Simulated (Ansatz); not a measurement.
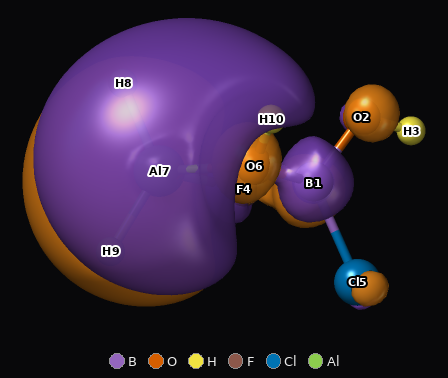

AlBClFH$_{4}$O$_{2}$. One frontier orbital at ±0.06 Å⁻³ᐟ² (orange and purple are the two phases), seen across its widest extent.

Level of theory: RKS PBE0-D4/def2-SVP in Ansatz 0.2.0.

The calculation's input:

```
crystal:
  periodic: [false, false, false]
  atoms:
    - { symbol: B, position_ang: [0.04349, 0.032667, 0.242021] }
    - { symbol: O, position_ang: [-0.461051, -0.847961, 1.161623] }
    - { symbol: H, position_ang: [-1.277363, -1.258579, 0.853674] }
    - { symbol: F, position_ang: [1.238295, 0.604493, 0.523488] }
    - { symbol: Cl, position_ang: [-0.680795, 0.330639, -1.317439] }
    - { symbol: O, position_ang: [-0.699715, 1.809254, 1.990204] }
    - { symbol: Al, position_ang: [0.964563, 2.328962, 2.00781] }
    - { symbol: H, position_ang: [1.9577, 1.761729, 3.104431] }
    - { symbol: H, position_ang: [1.25771, 3.593084, 1.104475] }
    - { symbol: H, position_ang: [-0.908635, 0.939913, 2.394514] }
basis:
  gaussian: { orbitals: def2-SVP }
hamiltonian:
  xc: pbe0
  dispersion: d4
relax:
  f_tol: 0.03
  max_steps: 50
output:
  orbitals: {}
```

Launched as:

```sh
ansatz run input.yaml --threads 4 --pin off --max-ram 5120MiB --backend cpu --events-out ev --progress --plain --runs-dir out
```

The fields are those of the run's last geometry, not of the input's.

> Which orbital is it: HOMO or LUMO?

The LUMO, at −0.23 eV. By Hirshfeld shares it lies mainly on Al7 (about 70 %), O6 (about 5 %) and H8 (about 5 %).
